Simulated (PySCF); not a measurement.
# Li···Mg···Li: magnetic exchange

Wanted: magnetic exchange for Li···Mg···Li.

Computed with PySCF 2.14.0 and routines of our own; the level stands in each step. Atoms count from 0.

### Step 1. The system as given

3 atoms, charge 0, high-spin multiplicity 3; geometry from: GFN2-xTB fragments, placed rigidly.

The system (radical pair across a spacer): Li···Mg···Li. The radical centres are 6.83 Å apart; the spin sites are atom 0 (1 unpaired) and atom 1 (1 unpaired).

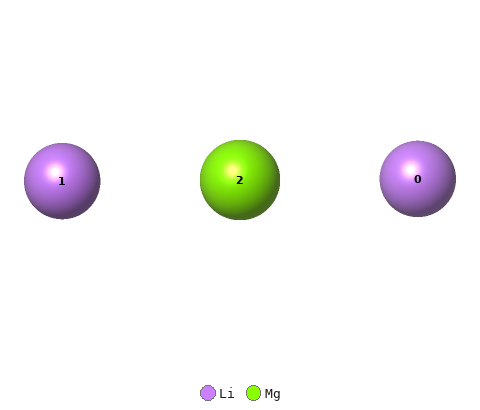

The starting geometry (lithium purple, magnesium green); sticks join atoms by distance alone.

### Step 2. Magnetic exchange: CASSCF and SC-NEVPT2/def2-TZVP (2,2)

Job settings and geometry (Å):

```
{"job": {"kind": "cas", "basis": "def2-TZVP", "active": "magnetic", "zfs": true}, "charge": 0, "high_spin_multiplicity": 3, "spin_sites": [[[0], 1], [[1], 1]]}
Li     0.000000     0.000000    -3.416300
Li     0.000000     0.000000     3.416300
Mg     0.000000     0.000000     0.000000
```

Level: CASSCF and SC-NEVPT2/def2-TZVP spin states, gas phase.

On the command line:

```sh
$ OMP_NUM_THREADS=1 python exch_run.py task.json out
```

This one command runs all jobs of the session in turn.

Output:

```text
start orbitals: natural orbitals of the high-spin HF determinant (converged)
active space: 2 electrons in 2 orbitals, 8 closed; orbitals optimised for multiplicities 3 1
macro   0  E = -214.4697465217  dE =  0.000e+00  |g| = 3.850e-02
macro   1  E = -214.4708829035  dE = -1.136e-03  |g| = 1.298e-02
macro   2  E = -214.4710659990  dE = -1.831e-04  |g| = 4.850e-03
macro   3  E = -214.4710924908  dE = -2.649e-05  |g| = 2.604e-03
macro   4  E = -214.4711040746  dE = -1.158e-05  |g| = 1.453e-03
macro   5  E = -214.4711053829  dE = -1.308e-06  |g| = 7.126e-04
macro   6  E = -214.4711056184  dE = -2.355e-07  |g| = 1.284e-04
macro   7  E = -214.4711056274  dE = -8.964e-09  |g| = 3.040e-05
CASSCF converged, mean energy = -214.4711056274
2S+1 = 3  root 0  E(CAS) = -214.46514183  E(NEVPT2) = -214.71918359  occupations 1.000 1.000
2S+1 = 1  root 0  E(CAS) = -214.47706942  E(NEVPT2) = -214.73378388  occupations 1.639 0.361
2S+1 = 1  root 1  E(CAS) = -214.34622202  E(NEVPT2) = -214.68436242  occupations 1.000 1.000
2S+1 = 1  root 2  E(CAS) = -214.32242215  E(NEVPT2) = -214.68998522  occupations 1.639 0.361
D(spin-spin) = -0.0174 cm-1, E/D = 0.000
D(spin-orbit) = 0.0000 cm-1, D(total) = -0.0174 cm-1, E/D = 0.000
```

Run time: 0.6 s. Hardware: 1 thread of Arm Neoverse V2, shared host.

From this job:

```
                   quantity          value
                 J (CASSCF)     -1309 cm⁻¹
                 J (NEVPT2)     -1602 cm⁻¹
low less high spin (NEVPT2)  -9.2 kcal/mol
         diradical index y0           0.36
               zero-field D    -0.017 cm⁻¹
```

Mulliken spin populations of the high-spin state:

```
atom  value (e)
 Li0       0.90
 Li1       0.90
 Mg2       0.20
```

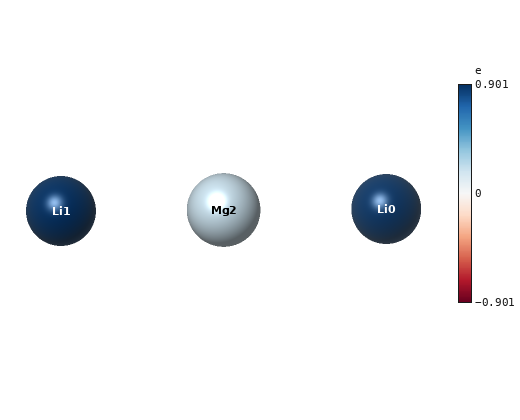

Mulliken spin populations of the high-spin state, as colours on the atoms.

The fields below are evaluated on a grid from the run's orbitals.

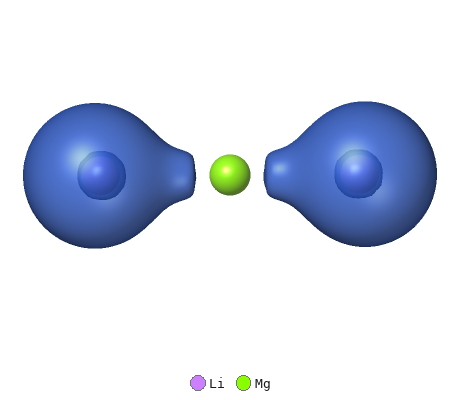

Spin density at ±0.01 e/Å³ (alpha excess blue, beta excess red).

In these pictures sticks join atoms by distance alone, so bonds to metals can be missing or extra.

### Step 3. Magnetic exchange: HF/def2-TZVP

Job settings and geometry (Å):

```
{"job": {"kind": "bs", "xc": "HF", "basis": "def2-TZVP", "rks": true}, "charge": 0, "high_spin_multiplicity": 3, "spin_sites": [[[0], 1], [[1], 1]]}
Li     0.000000     0.000000    -3.416300
Li     0.000000     0.000000     3.416300
Mg     0.000000     0.000000     0.000000
```

Method: HF/def2-TZVP high-spin, broken-symmetry and restricted single points, gas phase.

Output:

```text
high-spin state, multiplicity 3
final grid: 33232 points
cycle   1  E = -214.4595538549  dE = -2.987e-02  |g| = 4.249e-02  |ddm| = 1.434e+00
cycle   2  E = -214.4654640320  dE = -5.910e-03  |g| = 1.821e-02  |ddm| = 3.950e-01
cycle   3  E = -214.4667492075  dE = -1.285e-03  |g| = 8.000e-03  |ddm| = 1.823e-01
cycle   4  E = -214.4670350256  dE = -2.858e-04  |g| = 2.662e-03  |ddm| = 9.730e-02
cycle   5  E = -214.4670694129  dE = -3.439e-05  |g| = 6.988e-04  |ddm| = 3.104e-02
cycle   6  E = -214.4670717420  dE = -2.329e-06  |g| = 2.501e-04  |ddm| = 8.640e-03
cycle   7  E = -214.4670721949  dE = -4.529e-07  |g| = 7.750e-05  |ddm| = 4.519e-03
cycle   8  E = -214.4670722516  dE = -5.676e-08  |g| = 2.384e-05  |ddm| = 1.439e-03
cycle   9  E = -214.4670722565  dE = -4.928e-09  |g| = 6.963e-06  |ddm| = 3.074e-04
converged SCF energy = -214.4670722565

broken-symmetry state, M_S = 0, start: spins of the second site flipped
final grid: 33232 points
cycle   1  E = -214.4712130951  dE = -8.752e-03  |g| = 1.861e-02  |ddm| = 2.309e-01
cycle   2  E = -214.4732427744  dE = -2.030e-03  |g| = 1.381e-02  |ddm| = 1.121e-01
cycle   3  E = -214.4751026374  dE = -1.860e-03  |g| = 1.086e-02  |ddm| = 1.207e-01
cycle   4  E = -214.4772429709  dE = -2.140e-03  |g| = 2.749e-03  |ddm| = 2.603e-01
cycle   5  E = -214.4772359514  dE =  7.019e-06  |g| = 2.176e-03  |ddm| = 5.339e-02
cycle   6  E = -214.4772888453  dE = -5.289e-05  |g| = 6.503e-04  |ddm| = 3.003e-02
cycle   7  E = -214.4772920682  dE = -3.223e-06  |g| = 3.073e-04  |ddm| = 9.745e-03
cycle   8  E = -214.4772927683  dE = -7.001e-07  |g| = 2.110e-04  |ddm| = 6.960e-03
cycle   9  E = -214.4772931778  dE = -4.095e-07  |g| = 8.060e-05  |ddm| = 2.177e-03
cycle  10  E = -214.4772932236  dE = -4.577e-08  |g| = 3.928e-05  |ddm| = 7.329e-04
cycle  11  E = -214.4772932361  dE = -1.255e-08  |g| = 6.012e-06  |ddm| = 4.616e-04
cycle  12  E = -214.4772932364  dE = -2.446e-10  |g| = 9.332e-07  |ddm| = 7.681e-05
converged SCF energy = -214.4772932364

<S^2> high spin = 2.0071, broken symmetry = 0.8988
E(HS) - E(BS) = 2243.25 cm-1
J_noodleman = -2243.25 cm-1
J_unprojected = -1121.62 cm-1
J_yamaguchi = -2024.06 cm-1

restricted closed-shell singlet
final grid: 33232 points
cycle   1  E = -214.4577258819  dE = -1.613e-02  |g| = 4.132e-02  |ddm| = 4.743e-01
cycle   2  E = -214.4621358666  dE = -4.410e-03  |g| = 2.276e-02  |ddm| = 2.010e-01
cycle   3  E = -214.4640651058  dE = -1.929e-03  |g| = 3.267e-03  |ddm| = 2.100e-01
cycle   4  E = -214.4640968395  dE = -3.173e-05  |g| = 9.623e-04  |ddm| = 3.408e-02
cycle   5  E = -214.4640980115  dE = -1.172e-06  |g| = 2.298e-04  |ddm| = 7.167e-03
cycle   6  E = -214.4640980720  dE = -6.051e-08  |g| = 5.586e-05  |ddm| = 2.088e-03
cycle   7  E = -214.4640980762  dE = -4.214e-09  |g| = 1.002e-05  |ddm| = 3.081e-04
converged SCF energy = -214.4640980762
```

Wall time 0.3 s (1 thread of Arm Neoverse V2, shared host).

From this job:

```
                                                                           quantity           value
                                                                      J (Yamaguchi)      -2024 cm⁻¹
                                                      low less high spin, projected  -11.6 kcal/mol
closed shell less high spin (no spin gap: the broken-symmetry state lies far lower)    1.9 kcal/mol
```

### Step 4. Magnetic exchange: wB97X/def2-TZVP

Job settings and geometry (Å):

```
{"job": {"kind": "bs", "xc": "wB97X", "grid": 1, "basis": "def2-TZVP", "rks": true}, "charge": 0, "high_spin_multiplicity": 3, "spin_sites": [[[0], 1], [[1], 1]]}
Li     0.000000     0.000000    -3.416300
Li     0.000000     0.000000     3.416300
Mg     0.000000     0.000000     0.000000
```

Level: wB97X/def2-TZVP high-spin, broken-symmetry and restricted single points, gas phase.

Output:

```text
high-spin state, multiplicity 3
final grid: 16400 points
cycle   1  E = -215.0218543586  dE = -4.395e-03  |g| = 2.229e-02  |ddm| = 1.799e-01
cycle   2  E = -215.0221021265  dE = -2.478e-04  |g| = 9.676e-03  |ddm| = 7.062e-02
cycle   3  E = -215.0221528348  dE = -5.071e-05  |g| = 2.375e-03  |ddm| = 1.524e-02
cycle   4  E = -215.0221817965  dE = -2.896e-05  |g| = 1.158e-03  |ddm| = 1.921e-02
cycle   5  E = -215.0221931802  dE = -1.138e-05  |g| = 3.469e-04  |ddm| = 1.613e-02
cycle   6  E = -215.0221941216  dE = -9.414e-07  |g| = 9.541e-05  |ddm| = 6.167e-03
cycle   7  E = -215.0221941821  dE = -6.054e-08  |g| = 2.647e-05  |ddm| = 1.693e-03
cycle   8  E = -215.0221941864  dE = -4.285e-09  |g| = 6.835e-06  |ddm| = 2.895e-04
converged SCF energy = -215.0221941864

broken-symmetry state, M_S = 0, start: spins of the second site flipped
final grid: 16400 points
cycle   1  E = -215.0322767267  dE = -1.466e-02  |g| = 2.470e-02  |ddm| = 3.873e-01
cycle   2  E = -215.0358915483  dE = -3.615e-03  |g| = 1.589e-02  |ddm| = 1.255e-01
cycle   3  E = -215.0384699020  dE = -2.578e-03  |g| = 1.176e-02  |ddm| = 1.471e-01
cycle   4  E = -215.0405133314  dE = -2.043e-03  |g| = 8.008e-03  |ddm| = 1.542e-01
cycle   5  E = -215.0414033845  dE = -8.901e-04  |g| = 7.712e-03  |ddm| = 8.115e-02
cycle   6  E = -215.0418852596  dE = -4.819e-04  |g| = 8.235e-03  |ddm| = 4.635e-02
cycle   7  E = -215.0419340727  dE = -4.881e-05  |g| = 8.304e-03  |ddm| = 4.659e-03
cycle   8  E = -215.0418994218  dE =  3.465e-05  |g| = 8.238e-03  |ddm| = 3.979e-03
cycle   9  E = -215.0418930454  dE =  6.376e-06  |g| = 8.209e-03  |ddm| = 3.373e-03
cycle  10  E = -215.0410426775  dE =  8.504e-04  |g| = 8.375e-03  |ddm| = 8.074e-02
[... 15 cycles left out ...]
cycle  26  E = -215.0402748175  dE =  1.193e-03  |g| = 7.755e-03  |ddm| = 9.918e-02
cycle  27  E = -215.0340226584  dE =  6.252e-03  |g| = 5.990e-02  |ddm| = 6.166e-01
cycle  28  E = -215.0415890446  dE = -7.566e-03  |g| = 1.038e-02  |ddm| = 5.774e-01
cycle  29  E = -215.0432380493  dE = -1.649e-03  |g| = 6.524e-03  |ddm| = 1.759e-01
cycle  30  E = -214.9818799586  dE =  6.136e-02  |g| = 1.195e-01  |ddm| = 1.888e+00
cycle  31  E = -215.0342187119  dE = -5.234e-02  |g| = 4.948e-02  |ddm| = 1.394e+00
cycle  32  E = -214.9760549561  dE =  5.816e-02  |g| = 1.281e-01  |ddm| = 1.834e+00
cycle  33  E = -214.9237270877  dE =  5.233e-02  |g| = 1.665e-01  |ddm| = 1.855e+00
cycle  34  E = -215.0425904112  dE = -1.189e-01  |g| = 2.156e-02  |ddm| = 3.882e+00
cycle  35  E = -215.0434224244  dE = -8.320e-04  |g| = 7.201e-03  |ddm| = 2.507e-01
SCF not converged, last energy = -215.0434224244
restart with level shift 0.3
final grid: 16400 points
cycle   1  E = -215.0235619001  dE = -5.947e-03  |g| = 3.451e-02  |ddm| = 1.208e-01
cycle   2  E = -215.0279402603  dE = -4.378e-03  |g| = 2.999e-02  |ddm| = 8.685e-02
cycle   3  E = -215.0325151224  dE = -4.575e-03  |g| = 2.233e-02  |ddm| = 1.180e-01
cycle   4  E = -215.0347051472  dE = -2.190e-03  |g| = 1.745e-02  |ddm| = 7.791e-02
cycle   5  E = -215.0363747307  dE = -1.670e-03  |g| = 1.439e-02  |ddm| = 9.451e-02
cycle   6  E = -215.0376569679  dE = -1.282e-03  |g| = 1.210e-02  |ddm| = 8.468e-02
cycle   7  E = -215.0390637350  dE = -1.407e-03  |g| = 9.965e-03  |ddm| = 1.006e-01
cycle   8  E = -215.0397296151  dE = -6.659e-04  |g| = 8.605e-03  |ddm| = 6.296e-02
cycle   9  E = -215.0402481798  dE = -5.186e-04  |g| = 7.703e-03  |ddm| = 4.047e-02
cycle  10  E = -215.0407953281  dE = -5.471e-04  |g| = 7.611e-03  |ddm| = 4.756e-02
...
cycle  60  E = -215.0445479635  dE = -1.155e-04  |g| = 3.677e-03  |ddm| = 3.066e-02
cycle  61  E = -215.0446258801  dE = -7.792e-05  |g| = 3.021e-03  |ddm| = 2.282e-02
cycle  62  E = -215.0447205980  dE = -9.472e-05  |g| = 3.413e-03  |ddm| = 3.953e-02
cycle  63  E = -215.0447984201  dE = -7.782e-05  |g| = 3.175e-03  |ddm| = 3.814e-02
cycle  64  E = -215.0448405465  dE = -4.213e-05  |g| = 2.174e-03  |ddm| = 1.646e-02
cycle  65  E = -215.0448669006  dE = -2.635e-05  |g| = 1.634e-03  |ddm| = 1.136e-02
cycle  66  E = -215.0448973583  dE = -3.046e-05  |g| = 1.936e-03  |ddm| = 2.392e-02
cycle  67  E = -215.0449194715  dE = -2.211e-05  |g| = 1.729e-03  |ddm| = 1.771e-02
cycle  68  E = -215.0449358243  dE = -1.635e-05  |g| = 1.532e-03  |ddm| = 1.492e-02
cycle  69  E = -215.0449516831  dE = -1.586e-05  |g| = 1.641e-03  |ddm| = 2.432e-02
cycle  70  E = -215.0449621071  dE = -1.042e-05  |g| = 1.161e-03  |ddm| = 1.093e-02
SCF not converged, last energy = -215.0449621071

<S^2> high spin = 2.0022, broken symmetry = 0.0024
E(HS) - E(BS) = 4996.98 cm-1
J_noodleman = -4996.98 cm-1
J_unprojected = -2498.49 cm-1
J_yamaguchi = -2498.74 cm-1

restricted closed-shell singlet
final grid: 16400 points
cycle   1  E = -215.0408702452  dE = -1.162e-02  |g| = 3.412e-02  |ddm| = 3.884e-01
cycle   2  E = -215.0438207751  dE = -2.951e-03  |g| = 1.755e-02  |ddm| = 1.642e-01
cycle   3  E = -215.0449041430  dE = -1.083e-03  |g| = 6.231e-03  |ddm| = 1.333e-01
cycle   4  E = -215.0449725359  dE = -6.839e-05  |g| = 1.449e-03  |ddm| = 3.576e-02
cycle   5  E = -215.0449775921  dE = -5.056e-06  |g| = 2.851e-04  |ddm| = 1.609e-02
cycle   6  E = -215.0449776939  dE = -1.018e-07  |g| = 7.606e-05  |ddm| = 2.637e-03
cycle   7  E = -215.0449777019  dE = -8.009e-09  |g| = 1.200e-05  |ddm| = 5.276e-04
converged SCF energy = -215.0449777019
```

Run time: 5.4 s. Hardware: 1 thread of Arm Neoverse V2, shared host.

Diagnosis: the SCF of the broken-symmetry state did not converge, so J is no result here.

### Step 5. Magnetic exchange: HF/def2-TZVP, X2C, other SCF options

Job settings and geometry (Å):

```
{"job": {"kind": "bs", "xc": "HF", "basis": "def2-TZVP", "rks": true, "x2c": true, "scf": {"level_shift": 0.1, "damp": 0.3, "max_cycle": 99}}, "charge": 0, "high_spin_multiplicity": 3, "spin_sites": [[[0], 1], [[1], 1]]}
Li     0.000000     0.000000    -3.416300
Li     0.000000     0.000000     3.416300
Mg     0.000000     0.000000     0.000000
```

Level: HF/def2-TZVP high-spin, broken-symmetry and restricted single points, scalar X2C, gas phase.

Output:

```text
high-spin state, multiplicity 3
damping 0.30 in the first 6 cycles
final grid: 33232 points
cycle   1  E = -214.7401293373  dE = -2.871e-02  |g| = 4.452e-02  |ddm| = 1.324e+00
cycle   2  E = -214.7445184197  dE = -4.389e-03  |g| = 2.823e-02  |ddm| = 1.814e-01
cycle   3  E = -214.7464145608  dE = -1.896e-03  |g| = 1.984e-02  |ddm| = 1.082e-01
cycle   4  E = -214.7473744069  dE = -9.598e-04  |g| = 1.446e-02  |ddm| = 7.497e-02
cycle   5  E = -214.7478944252  dE = -5.200e-04  |g| = 1.079e-02  |ddm| = 5.453e-02
cycle   6  E = -214.7483193424  dE = -4.249e-04  |g| = 6.793e-03  |ddm| = 6.421e-02
cycle   7  E = -214.7484893032  dE = -1.700e-04  |g| = 4.456e-03  |ddm| = 3.928e-02
cycle   8  E = -214.7486091551  dE = -1.199e-04  |g| = 1.478e-03  |ddm| = 4.981e-02
cycle   9  E = -214.7486236435  dE = -1.449e-05  |g| = 6.356e-04  |ddm| = 1.561e-02
cycle  10  E = -214.7486267379  dE = -3.094e-06  |g| = 3.208e-04  |ddm| = 5.858e-03
cycle  11  E = -214.7486275926  dE = -8.547e-07  |g| = 1.827e-04  |ddm| = 2.548e-03
cycle  12  E = -214.7486279077  dE = -3.151e-07  |g| = 9.040e-05  |ddm| = 1.788e-03
cycle  13  E = -214.7486279886  dE = -8.085e-08  |g| = 3.919e-05  |ddm| = 1.017e-03
cycle  14  E = -214.7486280013  dE = -1.272e-08  |g| = 1.613e-05  |ddm| = 3.715e-04
cycle  15  E = -214.7486280031  dE = -1.799e-09  |g| = 6.037e-06  |ddm| = 1.435e-04
level shift removed, Fock matrix diagonalised once more
converged SCF energy = -214.7486280031

broken-symmetry state, M_S = 0, start: spins of the second site flipped
damping 0.30 in the first 6 cycles
final grid: 33232 points
cycle   1  E = -214.7509198127  dE = -6.867e-03  |g| = 2.350e-02  |ddm| = 1.541e-01
cycle   2  E = -214.7526483310  dE = -1.729e-03  |g| = 1.870e-02  |ddm| = 6.481e-02
cycle   3  E = -214.7537526518  dE = -1.104e-03  |g| = 1.591e-02  |ddm| = 5.076e-02
cycle   4  E = -214.7545575505  dE = -8.049e-04  |g| = 1.415e-02  |ddm| = 4.194e-02
cycle   5  E = -214.7551944957  dE = -6.369e-04  |g| = 1.294e-02  |ddm| = 3.583e-02
cycle   6  E = -214.7560182737  dE = -8.238e-04  |g| = 1.148e-02  |ddm| = 5.057e-02
cycle   7  E = -214.7566542738  dE = -6.360e-04  |g| = 1.030e-02  |ddm| = 4.166e-02
cycle   8  E = -214.7584282756  dE = -1.774e-03  |g| = 4.600e-03  |ddm| = 1.589e-01
cycle   9  E = -214.7586677192  dE = -2.394e-04  |g| = 2.438e-03  |ddm| = 4.812e-02
cycle  10  E = -214.7587235129  dE = -5.579e-05  |g| = 1.135e-03  |ddm| = 2.285e-02
cycle  11  E = -214.7587364497  dE = -1.294e-05  |g| = 5.356e-04  |ddm| = 1.464e-02
cycle  12  E = -214.7587380108  dE = -1.561e-06  |g| = 2.337e-04  |ddm| = 3.577e-03
cycle  13  E = -214.7587384239  dE = -4.131e-07  |g| = 1.995e-04  |ddm| = 3.900e-03
cycle  14  E = -214.7587387592  dE = -3.353e-07  |g| = 7.610e-05  |ddm| = 1.712e-03
cycle  15  E = -214.7587388267  dE = -6.748e-08  |g| = 3.315e-05  |ddm| = 8.353e-04
cycle  16  E = -214.7587388354  dE = -8.689e-09  |g| = 1.605e-05  |ddm| = 2.647e-04
level shift removed, Fock matrix diagonalised once more
converged SCF energy = -214.7587388354

<S^2> high spin = 2.0070, broken symmetry = 0.9006
E(HS) - E(BS) = 2219.07 cm-1
J_noodleman = -2219.07 cm-1
J_unprojected = -1109.54 cm-1
J_yamaguchi = -2005.53 cm-1

restricted closed-shell singlet
damping 0.30 in the first 6 cycles
final grid: 33232 points
cycle   1  E = -214.7356677979  dE = -1.274e-02  |g| = 4.977e-02  |ddm| = 3.571e-01
cycle   2  E = -214.7393642031  dE = -3.696e-03  |g| = 3.856e-02  |ddm| = 1.282e-01
cycle   3  E = -214.7415759701  dE = -2.212e-03  |g| = 3.031e-02  |ddm| = 9.156e-02
cycle   4  E = -214.7429526376  dE = -1.377e-03  |g| = 2.402e-02  |ddm| = 6.842e-02
cycle   5  E = -214.7438246450  dE = -8.720e-04  |g| = 1.914e-02  |ddm| = 5.253e-02
cycle   6  E = -214.7446593061  dE = -8.347e-04  |g| = 1.309e-02  |ddm| = 6.543e-02
cycle   7  E = -214.7450497604  dE = -3.905e-04  |g| = 8.981e-03  |ddm| = 4.421e-02
cycle   8  E = -214.7453639192  dE = -3.142e-04  |g| = 2.805e-03  |ddm| = 6.807e-02
cycle   9  E = -214.7453940668  dE = -3.015e-05  |g| = 1.131e-03  |ddm| = 1.929e-02
cycle  10  E = -214.7453990739  dE = -5.007e-06  |g| = 4.335e-04  |ddm| = 9.134e-03
cycle  11  E = -214.7453997677  dE = -6.938e-07  |g| = 1.724e-04  |ddm| = 3.293e-03
cycle  12  E = -214.7453998564  dE = -8.865e-08  |g| = 6.722e-05  |ddm| = 1.079e-03
cycle  13  E = -214.7453998675  dE = -1.115e-08  |g| = 2.124e-05  |ddm| = 3.588e-04
cycle  14  E = -214.7453998688  dE = -1.253e-09  |g| = 8.132e-06  |ddm| = 1.089e-04
level shift removed, Fock matrix diagonalised once more
converged SCF energy = -214.7453998688
```

Wall time 0.6 s (1 thread of Arm Neoverse V2, shared host).

In short:

```
                                                                           quantity           value
                                                                      J (Yamaguchi)      -2006 cm⁻¹
                                                      low less high spin, projected  -11.5 kcal/mol
closed shell less high spin (no spin gap: the broken-symmetry state lies far lower)    2.0 kcal/mol
```

### Step 6. Magnetic exchange: CASSCF and SC-NEVPT2/def2-TZVP (2,2)

Job settings and geometry (Å):

```
{"job": {"kind": "cas", "basis": "def2-TZVP", "active": "magnetic", "zfs": true, "xc": "BHandHLYP"}, "charge": 0, "high_spin_multiplicity": 3, "spin_sites": [[[0], 1], [[1], 1]]}
Li     0.000000     0.000000    -3.416300
Li     0.000000     0.000000     3.416300
Mg     0.000000     0.000000     0.000000
```

Method: CASSCF and SC-NEVPT2/def2-TZVP spin states, gas phase.

Output:

```text
start orbitals: natural orbitals of the high-spin BHandHLYP determinant (converged)
active space: 2 electrons in 2 orbitals, 8 closed; orbitals optimised for multiplicities 3 1
macro   0  E = -214.4650953695  dE =  0.000e+00  |g| = 3.980e-01
macro   1  E = -214.4707549080  dE = -5.660e-03  |g| = 3.780e-02
macro   2  E = -214.4710783737  dE = -3.235e-04  |g| = 1.246e-02
macro   3  E = -214.4710993795  dE = -2.101e-05  |g| = 5.083e-03
macro   4  E = -214.4711044264  dE = -5.047e-06  |g| = 1.373e-03
macro   5  E = -214.4711052962  dE = -8.699e-07  |g| = 9.687e-04
macro   6  E = -214.4711055916  dE = -2.954e-07  |g| = 2.885e-04
macro   7  E = -214.4711056209  dE = -2.928e-08  |g| = 1.018e-04
CASSCF converged, mean energy = -214.4711056209
2S+1 = 3  root 0  E(CAS) = -214.46513986  E(NEVPT2) = -214.71918386  occupations 1.000 1.000
2S+1 = 1  root 0  E(CAS) = -214.47707138  E(NEVPT2) = -214.73378591  occupations 1.639 0.361
2S+1 = 1  root 1  E(CAS) = -214.34622375  E(NEVPT2) = -214.68434616  occupations 1.000 1.000
2S+1 = 1  root 2  E(CAS) = -214.32242668  E(NEVPT2) = -214.68993461  occupations 1.639 0.361
D(spin-spin) = -0.0174 cm-1, E/D = 0.000
D(spin-orbit) = 0.0000 cm-1, D(total) = -0.0174 cm-1, E/D = 0.000
```

Run time: 0.9 s. Hardware: 1 thread of Arm Neoverse V2, shared host.

In short:

```
                   quantity          value
                 J (CASSCF)     -1309 cm⁻¹
                 J (NEVPT2)     -1602 cm⁻¹
low less high spin (NEVPT2)  -9.2 kcal/mol
         diradical index y0           0.36
               zero-field D    -0.017 cm⁻¹
```

### Step 7. Spin gaps side by side

J for H = −2J S1·S2; the gap is low spin less high spin (projected; unprojected where the broken-symmetry state collapsed; or NEVPT2):

```
step                                 level  geometry  J (cm⁻¹)  gap (kcal/mol)   time
   2  CASSCF and SC-NEVPT2/def2-TZVP (2,2)       one     -1602            -9.2  0.6 s
   3                          HF/def2-TZVP       one     -2024           -11.6  0.3 s
   5  HF/def2-TZVP, X2C, other SCF options       one     -2006           -11.5  0.6 s
   6  CASSCF and SC-NEVPT2/def2-TZVP (2,2)       one     -1602            -9.2  0.9 s
```

CASSCF times leave out a start SCF that an earlier step had already made.

### Step 8. Outcome

```
                                                                  quantity                                                                      value
                 J (CASSCF) (step 2, CASSCF and SC-NEVPT2/def2-TZVP (2,2))                                                                 -1309 cm⁻¹
                 J (NEVPT2) (step 2, CASSCF and SC-NEVPT2/def2-TZVP (2,2))                                                                 -1602 cm⁻¹
low less high spin (NEVPT2) (step 2, CASSCF and SC-NEVPT2/def2-TZVP (2,2))                                                              -9.2 kcal/mol
         diradical index y0 (step 2, CASSCF and SC-NEVPT2/def2-TZVP (2,2))                                                                       0.36
                                                                         J  -2024 (HF/def2-TZVP) to -1602 cm⁻¹ (CASSCF and SC-NEVPT2/def2-TZVP (2,2))
                                                                      runs                                         1 failed, 0 ended on unsound input
```

In words: The levels with a meaningful J put the low-spin state lower (antiferromagnetic coupling), from -2024 to -1602 cm⁻¹.
